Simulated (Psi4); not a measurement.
Single-point calculation, with input and output: CH4Zn (part 2 of 2)

The same run, continued: CH4Zn, SMILES [H][Zn][CH3]; CCSD/3-21G, UHF (Psi4 1.11). The geometry comes from this level: GFN2-xTB.

Geometry of the input (Å):
```
Zn -0.0140  0.0128  -1.2896
C  0.0021  0.0005  0.7175
H  -0.4358  0.8967  1.1494
H  1.0084  -0.0711  1.1220
H  -0.5521  -0.8384  1.1315
H  -0.0087  -0.0005  -2.8308
```

## Output, continued
```
	IRREP	# MOs	# FZDC	# DOCC	# SOCC	# VIRT	# FZVR
	-----	-----	------	------	------	------	------
	 A	   46	    10	    10	    0	    26	    0
	Transforming integrals...
	IWL integrals will be deleted.
	(OO|OO)...
	Presorting SO-basis two-electron integrals.
	Sorting File: SO Ints (nn|nn) nbuckets = 1
	Constructing frozen core operators
	Starting AA/AB first half-transformation.
	Sorting AA/AB half-transformed integrals.
	Starting BB first half-transformation.
	Sorting BB half-transformed integrals.
	First half integral transformation complete.
	Starting AA second half-transformation.
	Starting AB second half-transformation.
	Starting BB second half-transformation.
	Two-electron integral transformation complete.
	(OO|OV)...
	Starting AA second half-transformation.
	Starting AB second half-transformation.
	Starting BB second half-transformation.
	Two-electron integral transformation complete.
	(OO|VV)...
	Starting AA second half-transformation.
	Starting AB second half-transformation.
	Starting BB second half-transformation.
	Two-electron integral transformation complete.
	(OV|OO)...
	Starting AA/AB first half-transformation.
	Sorting AA/AB half-transformed integrals.
	Starting BB first half-transformation.
	Sorting BB half-transformed integrals.
	First half integral transformation complete.
	Starting AA second half-transformation.
	Starting AB second half-transformation.
	Starting BB second half-transformation.
	Two-electron integral transformation complete.
	(OV|OV)...
	Starting AA second half-transformation.
	Starting AB second half-transformation.
	Starting BB second half-transformation.
	Two-electron integral transformation complete.
	(OV|VV)...
	Starting AA second half-transformation.
	Starting AB second half-transformation.
	Starting BB second half-transformation.
	Two-electron integral transformation complete.
	(VV|OO)...
	Starting AA/AB first half-transformation.
	Sorting AA/AB half-transformed integrals.
	Starting BB first half-transformation.
	Sorting BB half-transformed integrals.
	First half integral transformation complete.
	Starting AA second half-transformation.
	Starting AB second half-transformation.
	Starting BB second half-transformation.
	Two-electron integral transformation complete.
	(VV|OV)...
	Starting AA second half-transformation.
	Starting AB second half-transformation.
	Starting BB second half-transformation.
	Two-electron integral transformation complete.
	(VV|VV)...
	Starting AA second half-transformation.
	Starting AB second half-transformation.
	Starting BB second half-transformation.
	Two-electron integral transformation complete.
	Frozen core energy     =  -1793.47569325165250

	Size of irrep 0 of <AB|CD> integrals:      0.106 (MW) /      0.845 (MB)
	Total:                                     0.106 (MW) /      0.845 (MB)

	Size of irrep 0 of <ab|cd> integrals:      0.106 (MW) /      0.845 (MB)
	Total:                                     0.106 (MW) /      0.845 (MB)

	Size of irrep 0 of <Ab|Cd> integrals:      0.457 (MW) /      3.656 (MB)
	Total:                                     0.457 (MW) /      3.656 (MB)

	Size of irrep 0 of <IA|BC> integrals:      0.176 (MW) /      1.406 (MB)
	Total:                                     0.176 (MW) /      1.406 (MB)

	Size of irrep 0 of <ia|bc> integrals:      0.176 (MW) /      1.406 (MB)
	Total:                                     0.176 (MW) /      1.406 (MB)

	Size of irrep 0 of <Ia|Bc> integrals:      0.176 (MW) /      1.406 (MB)
	Total:                                     0.176 (MW) /      1.406 (MB)

	Size of irrep 0 of <iA|bC> integrals:      0.176 (MW) /      1.406 (MB)
	Total:                                     0.176 (MW) /      1.406 (MB)

	Size of irrep 0 of tIjAb amplitudes:       0.068 (MW) /      0.541 (MB)
	Total:                                     0.068 (MW) /      0.541 (MB)

	Nuclear Rep. energy          =     86.86524805662906
	SCF energy                   =  -1809.09453121536626
	One-electron energy          =   -192.74164278022874
	Two-electron (AA) energy     =     20.08145031782422
	Two-electron (BB) energy     =     20.08145031782422
	Two-electron (AB) energy     =     50.09465612424322
	Two-electron energy          =     90.25755675989166
	Reference energy             =  -1809.09453121536058

	total time  =          0 seconds =       0.00 minutes
            **************************
            *                        *
            *        CCENERGY        *
            *                        *
            **************************

    Nuclear Rep. energy (wfn)     =   86.865248056629056
    SCF energy          (wfn)     = -1809.094531215366260
    Reference energy    (file100) = -1809.094531215360576

    Input parameters:
    -----------------
    Wave function   =     CCSD
    Reference wfn   =     UHF
    Brueckner       =     No
    Memory (Mbytes) =     1600.0
    Maxiter         =     50
    R_Convergence   =     1.0e-07
    E_Convergence   =     1.0e-06
    Restart         =     Yes
    DIIS            =     Yes
    AO Basis        =     NONE
    ABCD            =     NEW
    Cache Level     =     2
    Cache Type      =     LRU
    Print Level     =     1
    Num. of threads =     1
    # Amps to Print =     10
    Print MP2 Amps? =     No
    Analyze T2 Amps =     No
    Print Pair Ener =     No
    Local CC        =     No
    SCS-MP2         =     False
    SCSN-MP2        =     False
    SCS-CCSD        =     False

MP2 correlation energy -0.3028382115769486
                Solving CC Amplitude Equations
                ------------------------------
  Iter             Energy              RMS        T1Diag      D1Diag    New D1Diag    D2Diag
  ----     ---------------------    ---------   ----------  ----------  ----------   --------
     0        -0.302838211576949    0.000e+00    0.000000    0.000000    0.000000    0.000000
     1        -0.294821122686976    7.450e-02    0.011937    0.000000    0.000000    0.000000
     2        -0.305806003597752    2.640e-02    0.013799    0.000000    0.000000    0.000000
     3        -0.308405207462108    1.613e-02    0.017333    0.000000    0.000000    0.000000
     4        -0.308059653311546    4.540e-03    0.018482    0.000000    0.000000    0.000000
     5        -0.308033794391138    1.830e-03    0.018907    0.000000    0.000000    0.000000
     6        -0.308053005455424    6.029e-04    0.019039    0.000000    0.000000    0.000000
     7        -0.308043074623483    1.838e-04    0.019067    0.000000    0.000000    0.000000
     8        -0.308041306592286    5.698e-05    0.019068    0.000000    0.000000    0.000000
     9        -0.308043044670578    1.880e-05    0.019070    0.000000    0.000000    0.000000
    10        -0.308042198170234    5.837e-06    0.019071    0.000000    0.000000    0.000000
    11        -0.308042059890493    2.063e-06    0.019070    0.000000    0.000000    0.000000
    12        -0.308042055651267    7.957e-07    0.019070    0.000000    0.000000    0.000000
    13        -0.308042028174646    2.746e-07    0.019070    0.000000    0.000000    0.000000
    14        -0.308042029437221    9.797e-08    0.019070    0.000000    0.000000    0.000000

    Iterations converged.

    Largest TIA Amplitudes:
              8   2         0.0320913771
              8   6         0.0282983886
              5   2        -0.0230035267
              5   6        -0.0189815017
              9   2         0.0102352709
              9  13        -0.0095689819
              9   6         0.0071160928
              3   8         0.0070377468
              4   7        -0.0068783368
              7  12         0.0068135268

    Largest Tia Amplitudes:
              8   2         0.0320913771
              8   6         0.0282983886
              5   2        -0.0230035267
              5   6        -0.0189815017
              9   2         0.0102352709
              9  13        -0.0095689819
              9   6         0.0071160928
              3   8         0.0070377468
              4   7        -0.0068783368
              7  12         0.0068135268

    Largest TIJAB Amplitudes:
      2   1  21  20         0.0143545378
      4   1  22  21         0.0137386125
      3   2  23  20        -0.0137377788
      5   3  24  23         0.0131084572
      5   4  24  22        -0.0127702462
      4   2  22  20         0.0121692687
      3   1  23  21        -0.0121627545
      7   6  12   7         0.0112988738
      7   6  11   8         0.0112908750
      4   3  23  22        -0.0112542213

    Largest Tijab Amplitudes:
      2   1  21  20         0.0143545378
      4   1  22  21         0.0137386125
      3   2  23  20        -0.0137377788
      5   3  24  23         0.0131084572
      5   4  24  22        -0.0127702462
      4   2  22  20         0.0121692687
      3   1  23  21        -0.0121627545
      7   6  12   7         0.0112988738
      7   6  11   8         0.0112908750
      4   3  23  22        -0.0112542213

    Largest TIjAb Amplitudes:
      9   9   6   6        -0.0442512729
      8   8   6   6        -0.0346545651
      9   9   2   6        -0.0313406808
      9   9   6   2        -0.0313406808
      9   9   2   2        -0.0297231281
      7   7   8   8        -0.0286726788
      6   6   7   7        -0.0286095147
      7   7   7   7        -0.0268969187
      6   6   8   8        -0.0267517677
      8   9   6  10        -0.0254199411

    SCF energy       (wfn)                    = -1809.094531215366260
    Reference energy (file100)                = -1809.094531215360576

    Opposite-spin MP2 correlation energy      =   -0.216610441132511
    Same-spin MP2 correlation energy          =   -0.086227770444438
    Singles MP2 correlation energy            =   -0.000000000000000
    MP2 correlation energy                    =   -0.302838211576949
      * MP2 total energy                      = -1809.397369426937530

    Opposite-spin CCSD correlation energy     =   -0.233672105596951
    Same-spin CCSD correlation energy         =   -0.074369923840271
    Singles CCSD correlation energy           =    0.000000000000001
    CCSD correlation energy                   =   -0.308042029437221
      * CCSD total energy                     = -1809.402573244797850

    Psi4 run time: 0:00:02.75
```

## File result.json
```
{
 "driver": "energy",
 "model": {
  "method": "ccsd",
  "basis": "3-21G"
 },
 "success": true,
 "return_result": -1809.4025732447978,
 "properties": {
  "calcinfo_nbasis": 46,
  "calcinfo_nmo": 46,
  "calcinfo_nalpha": 20,
  "calcinfo_nbeta": 20,
  "calcinfo_natom": 6,
  "nuclear_repulsion_energy": 86.86524805662906,
  "return_energy": -1809.4025732447978,
  "scf_one_electron_energy": -2701.280228129934,
  "scf_two_electron_energy": 805.3204488579391,
  "scf_dipole_moment": [-0.011288798519196216, 0.01480916697512763, 0.10589785925832107],
  "scf_total_energy": -1809.0945312153663,
  "scf_iterations": 13,
  "mp2_same_spin_correlation_energy": -0.08622777044443784,
  "mp2_opposite_spin_correlation_energy": -0.21661044113251077,
  "mp2_singles_energy": -1.436377034688621e-26,
  "mp2_doubles_energy": -0.3028382115769486,
  "mp2_correlation_energy": -0.3028382115769486,
  "mp2_total_energy": -1809.3973694269375,
  "ccsd_same_spin_correlation_energy": -0.07436992384027066,
  "ccsd_opposite_spin_correlation_energy": -0.233672105596951,
  "ccsd_singles_energy": 9.803181802304382e-16,
  "ccsd_doubles_energy": -0.3080420294372217,
  "ccsd_correlation_energy": -0.3080420294372207,
  "ccsd_total_energy": -1809.4025732447978,
  "ccsd_iterations": 14
 }
}
```

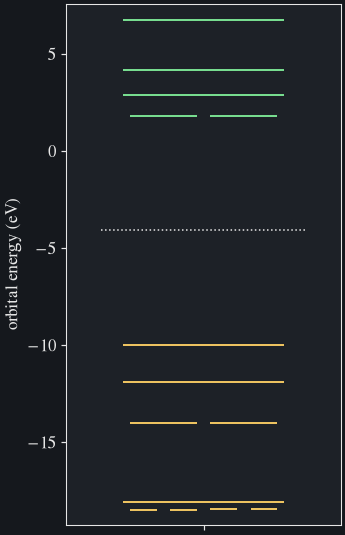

**Figure 1.** Orbital energies near the frontier (SCF reference); the dotted line parts filled from empty levels, and levels within 0.02 eV of each other stand side by side. Highest filled −9.99 eV, lowest empty 1.79 eV, 11.78 eV apart.

## Key numbers

- outcome: converged
- total energy: −1809.402573 hartree
- SCF energy: −1809.094531 hartree
- MP2 energy: −1809.397369 hartree
- CCSD energy: −1809.402573 hartree
- correlation energy: −0.308042 hartree
- basis functions: 46
- T1 diagnostic: 0.019
- HOMO of the SCF reference: −9.99 eV
- LUMO of the SCF reference: 1.79 eV
- wall time: 3.9 s
- peak memory: 0.21 GiB

## Notes

Settings chosen away from the usual ones: ints_tolerance set to 1e-14.
